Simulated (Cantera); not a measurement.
Input: 1 mol Cu2O, 0.86 mol CO, 0.18 mol N2, held at 8.50 bar.

Cantera equilibrium calculation (NASA polynomials, part measured and part estimated; ideal gas, pure solids and liquids). Candidate condensed phases: C, Cu, CuO, Cu2O; 27 gas species. Each liquid is taken as pure. Mutual solubility and eutectic melting of coexisting phases are not modelled. Rates play no part.

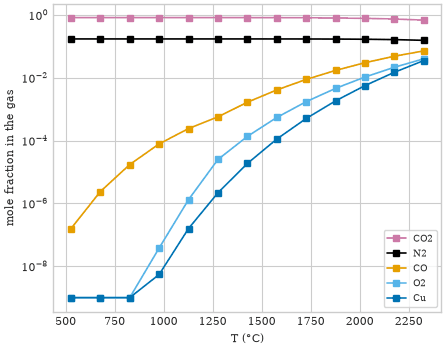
Figure. Equilibrium gas composition (values under 1e-9 drawn at 1e-9)

From 527 °C to 977 °C the condensed part is Cu(s) + Cu2O(s). At 1127 °C the condensed part is Cu(l) + Cu2O(s). From 1277 °C to 2327 °C the condensed part is Cu(l) + Cu2O(l).
